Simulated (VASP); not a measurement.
Band structure of PtSe2 (1T layered). These are LDA (Ceperley-Alder, Perdew-Zunger) with spin-orbit coupling, VASP's LDA PAW potentials (set 64) (plane waves; VASP) values and carry that method's errors.

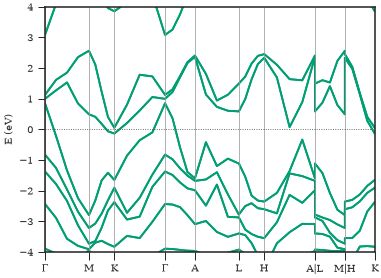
*Bands along high-symmetry lines, zero at the valence-band maximum or, without a gap, the Fermi level*

Read the plot: is there a gap, and where are the band edges?

It has no gap at this level: it comes out as a metal or semimetal.

The compound is PtSe2 in the 1T layered structure. It was relaxed first, which changed the volume by -6 %.
